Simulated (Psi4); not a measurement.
**HNO3 (nitric acid): MP3/def2-SVPD**

What is the vertical ionisation energy of HNO3 (nitric acid) at MP3/def2-SVPD? 

The calculation is run with Psi4 1.11.

2 further runs of the same task are left out: 1 that didn't finish, 1 set aside as unsound or not needed.

### Step 1. Starting point

HNO3: 5 atoms, total charge 0, spin state singlet. As SMILES, `O=[N+]([O-])O`. The shape is that of a PBE0-D4/def2-TZVP optimisation. This is one conformer, not always the lowest.

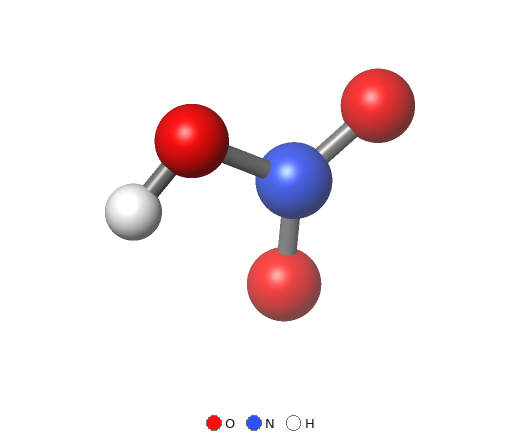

Viewed from a chosen angle; oxygen red, nitrogen blue, hydrogen white.

### Step 2. The energy at MP3/def2-SVPD

Contents of input.inp:

```
memory 2200 MB

molecule m {
  O      2.49041337    -0.59677551     1.41068055
  N      0.47827078    -0.52861309     0.42743715
  O     -1.12710825    -2.12397658     0.26730176
  O     -0.08329913     1.76301999    -0.70668198
  H     -1.75827678     1.48634519    -1.39871859
  units bohr
  symmetry c1
  no_reorient
  no_com
}

set {
  puream true
  e_convergence 1e-09
  d_convergence 1e-08
  scf_type pk
  num_frozen_docc 4
  mp_type conv
}

result = energy("mp3/def2-SVPD")
```

On the command line:

```bash
$ psi4 -n 1 input.inp input.out
```

input.out, shortened:

```text
[...]
  Running in c1 symmetry.
[...]
  Nuclear repulsion =  127.635963245308730
[...]
  Multiplicity = 1
[...]
  Nalpha       = 16
  Nbeta        = 16
[...]
    Number of basis functions: 97
[...]
   @RHF iter   1:  -279.00931260175605   -1.75658e-01   8.16222e-03 ADIIS/DIIS
[...]
   @RHF iter  14:  -279.24363952317839   -7.33280e-12   5.26940e-09 DIIS
[...]
    Orbital Energies [Eh]
    ---------------------
    Doubly Occupied:
       1A    -20.695220     2A    -20.650614     3A    -20.646100
       4A    -15.948342     5A     -1.696682     6A     -1.471390
       7A     -1.441694     8A     -0.955168     9A     -0.835534
      10A     -0.810853    11A     -0.795134    12A     -0.709425
      13A     -0.592974    14A     -0.560755    15A     -0.538952
      16A     -0.506437
[...]
  @RHF Final Energy:  -279.24363952317839
   => Energetics <=
    Nuclear Repulsion Energy =            127.6359632453087301
    One-Electron Energy =                -636.0486525315982362
    Two-Electron Energy =                 229.1690497631111043
    Total Energy =                       -279.2436395231783877
[...]
 Multipole Moments:
 ------------------------------------------------------------------------------------
     Multipole            Electronic (a.u.)      Nuclear  (a.u.)        Total (a.u.)
 ------------------------------------------------------------------------------------
 L = 1.  Multiply by 2.5417464519 to convert [e a0] to [Debye]
 Dipole X            :        -12.5510950           11.8296666           -0.7214284
 Dipole Y            :         10.4066330           -9.8758032            0.5308297
 Dipole Z            :         -9.9077876            9.3637441           -0.5440435
 Magnitude           :                                                    1.0479611
[...]
	SCS-MP2 Total Energy (a.u.)        :  -279.98162864838309
	SOS-MP2 Total Energy (a.u.)        :  -279.96550205355379
[...]
	SOS-PI-MP2 Total Energy (a.u.)     :  -280.02102994050574
[...]
	MP2 Total Energy (a.u.)            :  -280.01388183804170
[...]
	SCS-MP3 Total Energy (a.u.)        :  -279.97707338347391
[...]
	MP3 Total Energy (a.u.)            :  -279.99566077840501
[...]
```

It took 13 s on 1 thread of Intel Xeon Platinum 8259CL at 2.50GHz (Skylake/Cascade Lake), shared host; peak memory 0.83 GiB.

### Step 3. The doublet cation

Contents of job.json:

```json
{
  "schema_name": "qcschema_input",
  "schema_version": 1,
  "molecule": {
    "schema_name": "qcschema_molecule",
    "schema_version": 2,
    "symbols": ["O", "N", "O", "O", "H"],
    "geometry": [2.49041337, -0.59677551, 1.41068055, 0.47827078, -0.52861309, 0.42743715, -1.12710825, -2.12397658, 0.26730176, -0.08329913, 1.76301999, -0.70668198, -1.75827678, 1.48634519, -1.39871859],
    "molecular_charge": 1,
    "molecular_multiplicity": 2,
    "fix_symmetry": "c1",
    "fix_com": true,
    "fix_orientation": true
  },
  "driver": "energy",
  "model": {
    "method": "mp3",
    "basis": "def2-SVPD"
  },
  "keywords": {
    "reference": "uhf",
    "puream": true,
    "e_convergence": 1e-09,
    "d_convergence": 1e-08,
    "scf_type": "pk",
    "num_frozen_docc": 4,
    "maxiter": 100,
    "mp_type": "conv"
  }
}
```

On the command line:

```bash
$ psi4 --qcschema job.json -n 1 --memory 2200MB
```

stdout, shortened:

```text
[...]
  Running in c1 symmetry.
[...]
  Nuclear repulsion =  127.635963245308730
[...]
  Multiplicity = 2
[...]
  Nalpha       = 16
  Nbeta        = 15
[...]
    Number of basis functions: 97
[...]
   @UHF iter   1:  -278.51250501751542    3.21150e-01   8.01447e-03 DIIS/ADIIS
[...]
   @UHF iter  30:  -278.78381771881993   -2.55795e-12   8.97560e-09 DIIS
[...]
   @S^2 Observed:                8.205012086E-01
[...]
  @UHF Final Energy:  -278.78381771881993
   => Energetics <=
    Nuclear Repulsion Energy =            127.6359632453087301
    One-Electron Energy =                -625.2625437486180999
    Two-Electron Energy =                 218.8427627844894232
    Total Energy =                       -278.7838177188199325
  UHF NO Occupations:
  HONO-2 :   14  A 1.9942786
  HONO-1 :   15  A 1.9727401
[...]
 Multipole Moments:
 ------------------------------------------------------------------------------------
     Multipole            Electronic (a.u.)      Nuclear  (a.u.)        Total (a.u.)
 ------------------------------------------------------------------------------------
 L = 1.  Multiply by 2.5417464519 to convert [e a0] to [Debye]
 Dipole X            :        -12.1023601           11.8296666           -0.2726935
 Dipole Y            :          9.6861831           -9.8758032           -0.1896201
 Dipole Z            :         -9.4217416            9.3637441           -0.0579975
 Magnitude           :                                                    0.3371665
[...]
	SCS-MP2 Total Energy (a.u.)        :  -279.51405697383387
	SOS-MP2 Total Energy (a.u.)        :  -279.49504484754044
[...]
	SOS-PI-MP2 Total Energy (a.u.)     :  -279.54975462667278
[...]
	MP2 Total Energy (a.u.)            :  -279.55208122642074
[...]
	SCS-MP3 Total Energy (a.u.)        :  -279.50792514077523
[...]
	MP3 Total Energy (a.u.)            :  -279.52755389418604
[...]
```

The result, in JSON:

```text
{
 "driver": "energy",
 "model": {
  "method": "mp3",
  "basis": "def2-SVPD"
 },
 "success": true,
 "return_result": -279.52755389418604,
 "properties": {
  "calcinfo_nbasis": 97,
  "calcinfo_nmo": 97,
  "calcinfo_nalpha": 16,
  "calcinfo_nbeta": 15,
  "calcinfo_natom": 5,
  "nuclear_repulsion_energy": 127.63596324530873,
  "return_energy": -279.52755389418604,
  "scf_one_electron_energy": -625.2625437486181,
  "scf_two_electron_energy": 218.84276278448942,
  "scf_dipole_moment": [-0.2726935159740229, -0.18962013490660468, -0.05799751053497637],
  "scf_total_energy": -278.78381771881993,
  "scf_iterations": 30,
  "mp2_same_spin_correlation_energy": -0.22116571627732662,
  "mp2_opposite_spin_correlation_energy": -0.5470977913234772,
  "mp2_singles_energy": 0.0,
  "mp2_doubles_energy": -0.768263507600804,
  "mp2_correlation_energy": -0.7682635076008069,
  "mp2_total_energy": -279.55208122642074
 }
}
```

Wall time 26 s (1 thread of Intel Xeon Platinum 8259CL at 2.50GHz (Skylake/Cascade Lake), shared host); peak memory 0.89 GiB.

### Step 4. Summary of results

Level: MP3/def2-SVPD, 4 core orbitals frozen.

```
                                                                  quantity          value
                                                singlet HNO3: total energy  -279.99566 Eh
                         singlet HNO3: HOMO energy (Hartree–Fock orbitals)      -13.78 eV
                         singlet HNO3: LUMO energy (Hartree–Fock orbitals)        2.03 eV
                       singlet HNO3: HOMO–LUMO gap (Hartree–Fock orbitals)       15.81 eV
                 singlet HNO3: correlation energy (4 core orbitals frozen)     -752.0 mEh
                                              doublet cation: total energy  -279.52755 Eh
doublet cation: HOMO energy (Hartree–Fock orbitals) (highest over α and β)      -20.30 eV
 doublet cation: LUMO energy (Hartree–Fock orbitals) (lowest over α and β)      -10.43 eV
               doublet cation: correlation energy (4 core orbitals frozen)     -743.7 mEh
                         doublet cation: ⟨S²⟩ of the reference determinant          0.821
                        vertical ionisation energy (to the doublet cation)      12.738 eV
```

What this shows: Removing an electron at fixed nuclei costs 12.74 eV (1229 kJ/mol).
